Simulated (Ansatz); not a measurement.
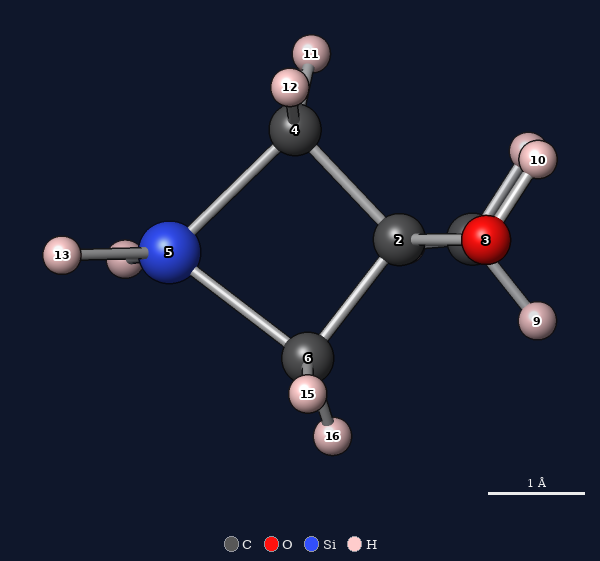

The structure as given in the input (ball-and-stick view, seen at a tilt; atoms are numbered from 1 in the order of the input).

**Run report: C₄H₁₀OSi, molecular dynamics (part 1 of 4)**

- system: C₄H₁₀OSi
- method: RKS PBE0-D4/STO-3G (Ansatz 0.2.0)

It belongs to a series of runs on one base structure; here: dynamics from the start. Figures and captions count atoms from 1; the log counts them from 0 in places.

Input:
```yaml
crystal:
  periodic: [false, false, false]
  atoms:
    - { symbol: C, position_ang: [-0.211641, -1.059902, 1.302195] }
    - { symbol: C, position_ang: [0.444534, 0.044564, 0.419127] }
    - { symbol: O, position_ang: [1.676976, 0.536838, 1.010615] }
    - { symbol: C, position_ang: [0.575666, -0.448042, -1.090654] }
    - { symbol: Si, position_ang: [-0.897631, 0.619789, -1.5326] }
    - { symbol: C, position_ang: [-0.54059, 1.258454, 0.19132] }
    - { symbol: H, position_ang: [0.44211, -1.940278, 1.368496] }
    - { symbol: H, position_ang: [-1.170767, -1.376527, 0.873219] }
    - { symbol: H, position_ang: [-0.390695, -0.678271, 2.315584] }
    - { symbol: H, position_ang: [2.226081, -0.320409, 1.089913] }
    - { symbol: H, position_ang: [0.520747, -1.534682, -1.213295] }
    - { symbol: H, position_ang: [1.516519, -0.088972, -1.524125] }
    - { symbol: H, position_ang: [-0.748938, 1.543301, -2.634578] }
    - { symbol: H, position_ang: [-2.144935, -0.097705, -1.665177] }
    - { symbol: H, position_ang: [0.024617, 2.197648, 0.203282] }
    - { symbol: H, position_ang: [-1.344955, 1.321395, 0.931078] }
basis:
  gaussian: { orbitals: STO-3G }
hamiltonian:
  xc: pbe0
  dispersion: d4
md:
  timestep: 1.0
  n_steps: 271
  ensemble: nve
  temperature: 100.0
  initial_velocities: maxwell_boltzmann
  seed: 712861
  masses: [{ species: H, mass: 2.014 }]
scf:
  lower_state_search: "off"
```

Machine: 1 thread of Arm Neoverse V1, 24 GiB of memory available, shared host.

Command:
```bash
ansatz run input.yaml --threads 1 --pin off --max-ram 2048MiB --backend cpu --events-out ev --progress --plain --runs-dir out
```

The program's output:
```
Engine: ansatz 0.2.0, aarch64-unknown-linux-gnu
Functional definition: PBE0
  parameter a = 0.25
  parameter kappa = 0.804
  parameter beta = 0.06672455060314922
  exchange = (1 - a)*pbe_x(kappa = kappa, mu = beta*pi^2/3) + a*exact_x
  correlation = pbe_c(beta = beta)
these checks for a lower state are left out or cut short: stability, starts, cluster_reference, orbital_swaps, neighbouring_geometries, increment
656 factors; integrals over basis functions are off by at most 1.4e-5 eV
mean field evaluation 1: about -14053.5868 eV, gradient 2.2e1 eV
mean field evaluation 2: about -14053.7849 eV, gradient 2.2e1 eV
mean field evaluation 4: about -14055.1463 eV, gradient 4.8e-1 eV
mean field evaluation 8: about -14055.0923 eV, gradient 3.0e-2 eV
mean field -14055.09234618 eV, -516.5151168383 hartree, gradient 3.6e-6 eV, S^2 0.000000; 0 other end points of the search recorded, 0 dependent functions left out
the calculation of the forces begins
reference -14055.09236642 eV, -516.5151175822 hartree; 28, 28 occupied and 16, 16 virtual orbitals, 656 factors
md step     0: t =     0.00 fs  T =   100.0 K  F+E_penalty+E_count = -14055.41650573 eV  E_kin = 0.180964 eV  conserved = -14055.23554173 eV  (13 SCF iters)
these checks for a lower state are left out or cut short: stability, starts, cluster_reference, orbital_swaps, neighbouring_geometries, increment
656 factors; integrals over basis functions are off by at most 1.3e-5 eV
mean field evaluation 16: about -14055.1337 eV, gradient 6.1e-1 eV
mean field -14055.08153100 eV, -516.5147193877 hartree, gradient 2.0e-6 eV, S^2 0.000000; 0 other end points of the search recorded, 0 dependent functions left out
the calculation of the forces begins
reference -14055.08155127 eV, -516.5147201326 hartree; 28, 28 occupied and 16, 16 virtual orbitals, 656 factors
md step     1: t =     1.00 fs  T =    94.2 K  F+E_penalty+E_count = -14055.40563887 eV  E_kin = 0.170482 eV  conserved = -14055.23515684 eV  (19 SCF iters)
[... from here on the SCF iterations and repeated set-up lines of each step are left out, up to the last step ...]
md step     2: t =     2.00 fs  T =    80.0 K  F+E_penalty+E_count = -14055.37904046 eV  E_kin = 0.144793 eV  conserved = -14055.23424712 eV  (19 SCF iters)
md step     3: t =     3.00 fs  T =    64.6 K  F+E_penalty+E_count = -14055.35051069 eV  E_kin = 0.116980 eV  conserved = -14055.23353026 eV  (19 SCF iters)
md step     4: t =     4.00 fs  T =    53.8 K  F+E_penalty+E_count = -14055.33095849 eV  E_kin = 0.097443 eV  conserved = -14055.23351565 eV  (12 SCF iters)
md step     5: t =     5.00 fs  T =    48.0 K  F+E_penalty+E_count = -14055.32084964 eV  E_kin = 0.086841 eV  conserved = -14055.23400869 eV  (12 SCF iters)
md step     6: t =     6.00 fs  T =    43.4 K  F+E_penalty+E_count = -14055.31298459 eV  E_kin = 0.078610 eV  conserved = -14055.23437416 eV  (12 SCF iters)
md step     7: t =     7.00 fs  T =    37.4 K  F+E_penalty+E_count = -14055.30186466 eV  E_kin = 0.067652 eV  conserved = -14055.23421234 eV  (12 SCF iters)
md step     8: t =     8.00 fs  T =    31.0 K  F+E_penalty+E_count = -14055.28979003 eV  E_kin = 0.056105 eV  conserved = -14055.23368507 eV  (12 SCF iters)
md step     9: t =     9.00 fs  T =    28.4 K  F+E_penalty+E_count = -14055.28461682 eV  E_kin = 0.051334 eV  conserved = -14055.23328275 eV  (12 SCF iters)
md step    10: t =    10.00 fs  T =    32.6 K  F+E_penalty+E_count = -14055.29239308 eV  E_kin = 0.059014 eV  conserved = -14055.23337944 eV  (12 SCF iters)
md step    11: t =    11.00 fs  T =    42.9 K  F+E_penalty+E_count = -14055.31160212 eV  E_kin = 0.077645 eV  conserved = -14055.23395759 eV  (12 SCF iters)
md step    12: t =    12.00 fs  T =    54.6 K  F+E_penalty+E_count = -14055.33337414 eV  E_kin = 0.098732 eV  conserved = -14055.23464254 eV  (12 SCF iters)
md step    13: t =    13.00 fs  T =    62.0 K  F+E_penalty+E_count = -14055.34723889 eV  E_kin = 0.112270 eV  conserved = -14055.23496908 eV  (18 SCF iters)
md step    14: t =    14.00 fs  T =    62.7 K  F+E_penalty+E_count = -14055.34825228 eV  E_kin = 0.113532 eV  conserved = -14055.23472025 eV  (18 SCF iters)
md step    15: t =    15.00 fs  T =    58.6 K  F+E_penalty+E_count = -14055.34019695 eV  E_kin = 0.106058 eV  conserved = -14055.23413870 eV  (19 SCF iters)
md step    16: t =    16.00 fs  T =    54.2 K  F+E_penalty+E_count = -14055.33180009 eV  E_kin = 0.098033 eV  conserved = -14055.23376675 eV  (12 SCF iters)
md step    17: t =    17.00 fs  T =    52.3 K  F+E_penalty+E_count = -14055.32864284 eV  E_kin = 0.094715 eV  conserved = -14055.23392743 eV  (12 SCF iters)
md step    18: t =    18.00 fs  T =    52.0 K  F+E_penalty+E_count = -14055.32844473 eV  E_kin = 0.094075 eV  conserved = -14055.23436931 eV  (12 SCF iters)
md step    19: t =    19.00 fs  T =    49.9 K  F+E_penalty+E_count = -14055.32475821 eV  E_kin = 0.090213 eV  conserved = -14055.23454539 eV  (12 SCF iters)
md step    20: t =    20.00 fs  T =    44.6 K  F+E_penalty+E_count = -14055.31499469 eV  E_kin = 0.080779 eV  conserved = -14055.23421537 eV  (12 SCF iters)
md step    21: t =    21.00 fs  T =    38.9 K  F+E_penalty+E_count = -14055.30404779 eV  E_kin = 0.070380 eV  conserved = -14055.23366778 eV  (12 SCF iters)
md step    22: t =    22.00 fs  T =    36.9 K  F+E_penalty+E_count = -14055.30011321 eV  E_kin = 0.066724 eV  conserved = -14055.23338894 eV  (12 SCF iters)
md step    23: t =    23.00 fs  T =    40.8 K  F+E_penalty+E_count = -14055.30740963 eV  E_kin = 0.073795 eV  conserved = -14055.23361471 eV  (12 SCF iters)
md step    24: t =    24.00 fs  T =    48.8 K  F+E_penalty+E_count = -14055.32250495 eV  E_kin = 0.088319 eV  conserved = -14055.23418644 eV  (12 SCF iters)
md step    25: t =    25.00 fs  T =    56.3 K  F+E_penalty+E_count = -14055.33664737 eV  E_kin = 0.101929 eV  conserved = -14055.23471885 eV  (12 SCF iters)
md step    26: t =    26.00 fs  T =    59.0 K  F+E_penalty+E_count = -14055.34170409 eV  E_kin = 0.106842 eV  conserved = -14055.23486254 eV  (19 SCF iters)
md step    27: t =    27.00 fs  T =    55.8 K  F+E_penalty+E_count = -14055.33554433 eV  E_kin = 0.101012 eV  conserved = -14055.23453228 eV  (19 SCF iters)
md step    28: t =    28.00 fs  T =    49.3 K  F+E_penalty+E_count = -14055.32324867 eV  E_kin = 0.089248 eV  conserved = -14055.23400110 eV  (19 SCF iters)
md step    29: t =    29.00 fs  T =    43.7 K  F+E_penalty+E_count = -14055.31285017 eV  E_kin = 0.079129 eV  conserved = -14055.23372068 eV  (12 SCF iters)
md step    30: t =    30.00 fs  T =    41.3 K  F+E_penalty+E_count = -14055.30858344 eV  E_kin = 0.074683 eV  conserved = -14055.23390029 eV  (12 SCF iters)
md step    31: t =    31.00 fs  T =    40.7 K  F+E_penalty+E_count = -14055.30787905 eV  E_kin = 0.073614 eV  conserved = -14055.23426510 eV  (12 SCF iters)
md step    32: t =    32.00 fs  T =    39.3 K  F+E_penalty+E_count = -14055.30543624 eV  E_kin = 0.071084 eV  conserved = -14055.23435199 eV  (12 SCF iters)
md step    33: t =    33.00 fs  T =    36.4 K  F+E_penalty+E_count = -14055.29997579 eV  E_kin = 0.065933 eV  conserved = -14055.23404245 eV  (12 SCF iters)
md step    34: t =    34.00 fs  T =    34.5 K  F+E_penalty+E_count = -14055.29601973 eV  E_kin = 0.062350 eV  conserved = -14055.23367009 eV  (12 SCF iters)
md step    35: t =    35.00 fs  T =    36.2 K  F+E_penalty+E_count = -14055.29908308 eV  E_kin = 0.065480 eV  conserved = -14055.23360270 eV  (12 SCF iters)
md step    36: t =    36.00 fs  T =    42.2 K  F+E_penalty+E_count = -14055.31020744 eV  E_kin = 0.076336 eV  conserved = -14055.23387126 eV  (12 SCF iters)
md step    37: t =    37.00 fs  T =    50.3 K  F+E_penalty+E_count = -14055.32531745 eV  E_kin = 0.091079 eV  conserved = -14055.23423797 eV  (12 SCF iters)
md step    38: t =    38.00 fs  T =    57.6 K  F+E_penalty+E_count = -14055.33871422 eV  E_kin = 0.104251 eV  conserved = -14055.23446356 eV  (19 SCF iters)
md step    39: t =    39.00 fs  T =    62.1 K  F+E_penalty+E_count = -14055.34682597 eV  E_kin = 0.112372 eV  conserved = -14055.23445419 eV  (19 SCF iters)
md step    40: t =    40.00 fs  T =    63.8 K  F+E_penalty+E_count = -14055.34973121 eV  E_kin = 0.115445 eV  conserved = -14055.23428595 eV  (19 SCF iters)
md step    41: t =    41.00 fs  T =    64.0 K  F+E_penalty+E_count = -14055.34993612 eV  E_kin = 0.115774 eV  conserved = -14055.23416219 eV  (19 SCF iters)
md step    42: t =    42.00 fs  T =    63.5 K  F+E_penalty+E_count = -14055.34923790 eV  E_kin = 0.114981 eV  conserved = -14055.23425658 eV  (19 SCF iters)
md step    43: t =    43.00 fs  T =    61.7 K  F+E_penalty+E_count = -14055.34620738 eV  E_kin = 0.111706 eV  conserved = -14055.23450093 eV  (19 SCF iters)
md step    44: t =    44.00 fs  T =    56.8 K  F+E_penalty+E_count = -14055.33735972 eV  E_kin = 0.102785 eV  conserved = -14055.23457483 eV  (19 SCF iters)
md step    45: t =    45.00 fs  T =    48.4 K  F+E_penalty+E_count = -14055.32188212 eV  E_kin = 0.087636 eV  conserved = -14055.23424570 eV  (12 SCF iters)
md step    46: t =    46.00 fs  T =    39.3 K  F+E_penalty+E_count = -14055.30487851 eV  E_kin = 0.071166 eV  conserved = -14055.23371301 eV  (12 SCF iters)
md step    47: t =    47.00 fs  T =    33.7 K  F+E_penalty+E_count = -14055.29434485 eV  E_kin = 0.060902 eV  conserved = -14055.23344273 eV  (12 SCF iters)
md step    48: t =    48.00 fs  T =    33.6 K  F+E_penalty+E_count = -14055.29437714 eV  E_kin = 0.060743 eV  conserved = -14055.23363450 eV  (12 SCF iters)
md step    49: t =    49.00 fs  T =    37.6 K  F+E_penalty+E_count = -14055.30216966 eV  E_kin = 0.068129 eV  conserved = -14055.23404097 eV  (12 SCF iters)
md step    50: t =    50.00 fs  T =    42.7 K  F+E_penalty+E_count = -14055.31151596 eV  E_kin = 0.077209 eV  conserved = -14055.23430714 eV  (12 SCF iters)
md step    51: t =    51.00 fs  T =    46.3 K  F+E_penalty+E_count = -14055.31816772 eV  E_kin = 0.083877 eV  conserved = -14055.23429096 eV  (12 SCF iters)
md step    52: t =    52.00 fs  T =    48.7 K  F+E_penalty+E_count = -14055.32219027 eV  E_kin = 0.088103 eV  conserved = -14055.23408684 eV  (12 SCF iters)
md step    53: t =    53.00 fs  T =    51.2 K  F+E_penalty+E_count = -14055.32659828 eV  E_kin = 0.092687 eV  conserved = -14055.23391165 eV  (12 SCF iters)
md step    54: t =    54.00 fs  T =    55.3 K  F+E_penalty+E_count = -14055.33397371 eV  E_kin = 0.100005 eV  conserved = -14055.23396881 eV  (12 SCF iters)
md step    55: t =    55.00 fs  T =    60.3 K  F+E_penalty+E_count = -14055.34333062 eV  E_kin = 0.109034 eV  conserved = -14055.23429666 eV  (12 SCF iters)
md step    56: t =    56.00 fs  T =    63.6 K  F+E_penalty+E_count = -14055.34967143 eV  E_kin = 0.115005 eV  conserved = -14055.23466609 eV  (19 SCF iters)
md step    57: t =    57.00 fs  T =    62.4 K  F+E_penalty+E_count = -14055.34758478 eV  E_kin = 0.112875 eV  conserved = -14055.23470964 eV  (19 SCF iters)
md step    58: t =    58.00 fs  T =    56.6 K  F+E_penalty+E_count = -14055.33667328 eV  E_kin = 0.102375 eV  conserved = -14055.23429780 eV  (19 SCF iters)
md step    59: t =    59.00 fs  T =    49.4 K  F+E_penalty+E_count = -14055.32323683 eV  E_kin = 0.089456 eV  conserved = -14055.23378051 eV  (12 SCF iters)
md step    60: t =    60.00 fs  T =    45.0 K  F+E_penalty+E_count = -14055.31502106 eV  E_kin = 0.081367 eV  conserved = -14055.23365364 eV  (12 SCF iters)
md step    61: t =    61.00 fs  T =    44.2 K  F+E_penalty+E_count = -14055.31402393 eV  E_kin = 0.080057 eV  conserved = -14055.23396729 eV  (19 SCF iters)
md step    62: t =    62.00 fs  T =    45.0 K  F+E_penalty+E_count = -14055.31568371 eV  E_kin = 0.081376 eV  conserved = -14055.23430801 eV  (19 SCF iters)
md step    63: t =    63.00 fs  T =    44.5 K  F+E_penalty+E_count = -14055.31482508 eV  E_kin = 0.080500 eV  conserved = -14055.23432515 eV  (19 SCF iters)
md step    64: t =    64.00 fs  T =    42.5 K  F+E_penalty+E_count = -14055.31098645 eV  E_kin = 0.076941 eV  conserved = -14055.23404532 eV  (19 SCF iters)
md step    65: t =    65.00 fs  T =    41.2 K  F+E_penalty+E_count = -14055.30826601 eV  E_kin = 0.074521 eV  conserved = -14055.23374551 eV  (12 SCF iters)
md step    66: t =    66.00 fs  T =    42.8 K  F+E_penalty+E_count = -14055.31115744 eV  E_kin = 0.077452 eV  conserved = -14055.23370500 eV  (12 SCF iters)
md step    67: t =    67.00 fs  T =    47.6 K  F+E_penalty+E_count = -14055.32019851 eV  E_kin = 0.086175 eV  conserved = -14055.23402326 eV  (12 SCF iters)
md step    68: t =    68.00 fs  T =    53.0 K  F+E_penalty+E_count = -14055.33044553 eV  E_kin = 0.095913 eV  conserved = -14055.23453230 eV  (12 SCF iters)
md step    69: t =    69.00 fs  T =    54.9 K  F+E_penalty+E_count = -14055.33416614 eV  E_kin = 0.099315 eV  conserved = -14055.23485115 eV  (12 SCF iters)
md step    70: t =    70.00 fs  T =    50.9 K  F+E_penalty+E_count = -14055.32672124 eV  E_kin = 0.092076 eV  conserved = -14055.23464562 eV  (12 SCF iters)
md step    71: t =    71.00 fs  T =    42.8 K  F+E_penalty+E_count = -14055.31145094 eV  E_kin = 0.077457 eV  conserved = -14055.23399419 eV  (12 SCF iters)
md step    72: t =    72.00 fs  T =    35.8 K  F+E_penalty+E_count = -14055.29822398 eV  E_kin = 0.064773 eV  conserved = -14055.23345075 eV  (12 SCF iters)
md step    73: t =    73.00 fs  T =    34.1 K  F+E_penalty+E_count = -14055.29518462 eV  E_kin = 0.061678 eV  conserved = -14055.23350710 eV  (12 SCF iters)
md step    74: t =    74.00 fs  T =    37.3 K  F+E_penalty+E_count = -14055.30160872 eV  E_kin = 0.067588 eV  conserved = -14055.23402092 eV  (12 SCF iters)
md step    75: t =    75.00 fs  T =    41.7 K  F+E_penalty+E_count = -14055.30989338 eV  E_kin = 0.075473 eV  conserved = -14055.23442049 eV  (12 SCF iters)
md step    76: t =    76.00 fs  T =    43.9 K  F+E_penalty+E_count = -14055.31388198 eV  E_kin = 0.079520 eV  conserved = -14055.23436241 eV  (12 SCF iters)
md step    77: t =    77.00 fs  T =    44.3 K  F+E_penalty+E_count = -14055.31419368 eV  E_kin = 0.080220 eV  conserved = -14055.23397389 eV  (12 SCF iters)
md step    78: t =    78.00 fs  T =    45.8 K  F+E_penalty+E_count = -14055.31655728 eV  E_kin = 0.082931 eV  conserved = -14055.23362591 eV  (12 SCF iters)
md step    79: t =    79.00 fs  T =    51.2 K  F+E_penalty+E_count = -14055.32619730 eV  E_kin = 0.092570 eV  conserved = -14055.23362700 eV  (12 SCF iters)
md step    80: t =    80.00 fs  T =    60.2 K  F+E_penalty+E_count = -14055.34300351 eV  E_kin = 0.108962 eV  conserved = -14055.23404153 eV  (12 SCF iters)
md step    81: t =    81.00 fs  T =    69.6 K  F+E_penalty+E_count = -14055.36055358 eV  E_kin = 0.125916 eV  conserved = -14055.23463778 eV  (12 SCF iters)
md step    82: t =    82.00 fs  T =    74.5 K  F+E_penalty+E_count = -14055.36978998 eV  E_kin = 0.134792 eV  conserved = -14055.23499794 eV  (19 SCF iters)
md step    83: t =    83.00 fs  T =    72.2 K  F+E_penalty+E_count = -14055.36543934 eV  E_kin = 0.130627 eV  conserved = -14055.23481188 eV  (19 SCF iters)
md step    84: t =    84.00 fs  T =    64.3 K  F+E_penalty+E_count = -14055.35053433 eV  E_kin = 0.116328 eV  conserved = -14055.23420602 eV  (19 SCF iters)
md step    85: t =    85.00 fs  T =    55.6 K  F+E_penalty+E_count = -14055.33427242 eV  E_kin = 0.100549 eV  conserved = -14055.23372357 eV  (12 SCF iters)
md step    86: t =    86.00 fs  T =    49.8 K  F+E_penalty+E_count = -14055.32394362 eV  E_kin = 0.090176 eV  conserved = -14055.23376745 eV  (12 SCF iters)
md step    87: t =    87.00 fs  T =    46.9 K  F+E_penalty+E_count = -14055.31908074 eV  E_kin = 0.084947 eV  conserved = -14055.23413330 eV  (12 SCF iters)
md step    88: t =    88.00 fs  T =    44.2 K  F+E_penalty+E_count = -14055.31434429 eV  E_kin = 0.080034 eV  conserved = -14055.23431075 eV  (12 SCF iters)
```
